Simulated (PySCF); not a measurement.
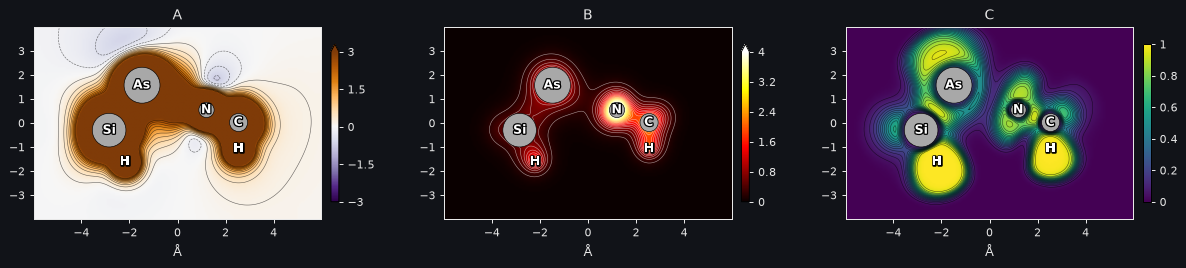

CH10AsNSi3 (SMILES CN1[SiH2][As]([SiH3])[SiH2]1): 3 fields on the plane of atoms N2, C1 and H9, with unlabelled colour scales. Grey discs cover the atomic cores.

Geometry: GFN2-xTB.

Computed with CAM-B3LYP/def2-SVPD, SCF density, gas phase (PySCF).

Question: Match the panels to the quantities (electron density, electron localisation function and electrostatic potential).

Answer: Panel A: electrostatic potential (strongly positive close to the atoms, with negative regions outside electron-rich atoms). Panel B: electron density. Panel C: electron localisation function. From the grid: C–N (1.44 Å): ρ at the midpoint is about 2 e/Å³; the ELF peaks at about 0.95 between the atoms: localised, covalent bonding. Si–As (2.32 Å): ρ at the midpoint is about 0.67 e/Å³; the ELF peaks at about 0.95 between the atoms: a shared electron pair.
